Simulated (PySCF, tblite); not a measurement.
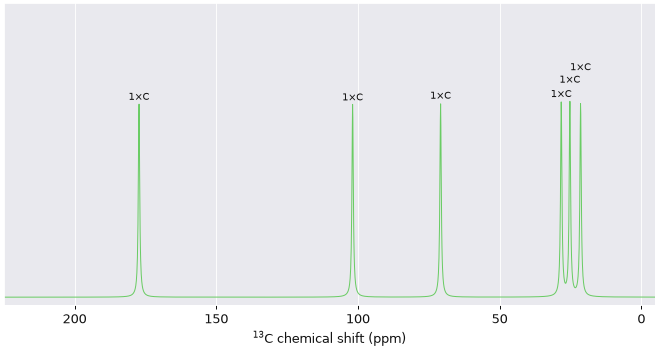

GIAO shifts, PBE0/pcSseg-1, PySCF 2.14.0, at a GFN2-xTB geometry (a minimum by its frequencies), against TMS for ¹³C computed at the same level. Gas phase, fully decoupled, line heights follow the number of nuclei, widths are arbitrary (no quadrupolar broadening); values of one conformer, averaged over nuclei that symmetry or rotation about single bonds exchange, these motions taken as fast; other conformers aren't averaged in.

Question: Which structure fits the spectrum?
A. C₆H₁₃BOSi, SMILES B[Si@]1(CCC)COC1=C
B. CH₁₄OSi₅, SMILES C[SiH2][Si]([SiH3])([SiH3])O[SiH3]
C. C₆H₉B, SMILES C#CCBC1CC1

Answer: Option A. Its ¹³C signals: 177.3 (1 C), 101.9 (1 C), 70.8 (1 C), 28.3 (1 C), 25.2 (1 C), 21.4 (1 C) ppm.

Caveats: the tight-binding geometry is rougher than a DFT one and adds to the error.
